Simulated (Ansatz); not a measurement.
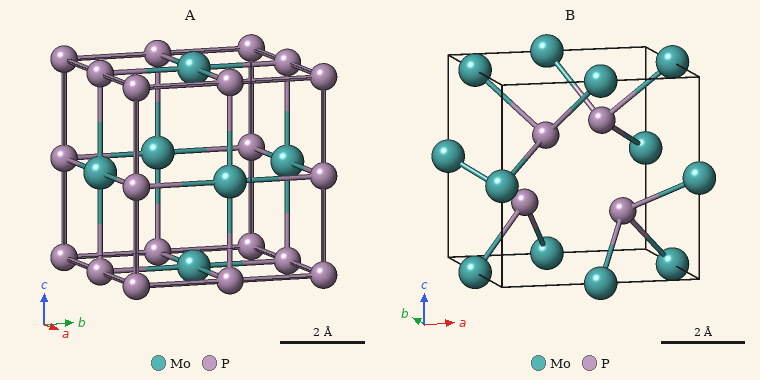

Two structures of Mo$_{3}$P$_{4}$, each relaxed to rest (conventional cells in solid outline, small ones repeated, not to one scale). Method: DFT PBE, scalar-relativistic, plane waves, PAW (Ansatz), without spin polarisation.

### Name structures A and B.

A: 7 atoms a cell on a primitive cubic lattice, Pm-3m. B: 7 atoms a cell on a primitive cubic lattice, P-43m.

### Which one is lower in energy?

B is lower, by 116 meV/atom at this level of theory (energies at zero smearing). Volumes: A 16.0, B 17.4 Å³/atom.

One or both may be structure types tried for this composition rather than known phases.
